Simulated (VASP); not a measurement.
Band structure of MgS (space group Fm-3m). Level of theory: SCAN meta-GGA, VASP's PBE PAW potentials (set 64) (plane waves; VASP).

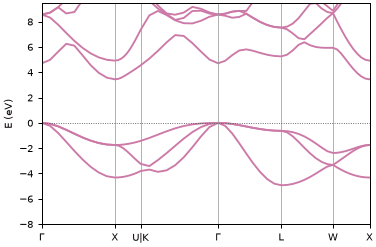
Fig. 1. Bands along high-symmetry lines, zero at the valence-band maximum or, without a gap, the Fermi level

### Question
Read the plot: is there a gap, and where are the band edges?

### Answer
The gap is indirect, 3.44 eV, from the valence maximum at Γ to the conduction minimum at X.

The structure comes from a measured MgS entry (Fm-3m) of the Crystallography Open Database, whose conditions weren't checked. It was relaxed first.
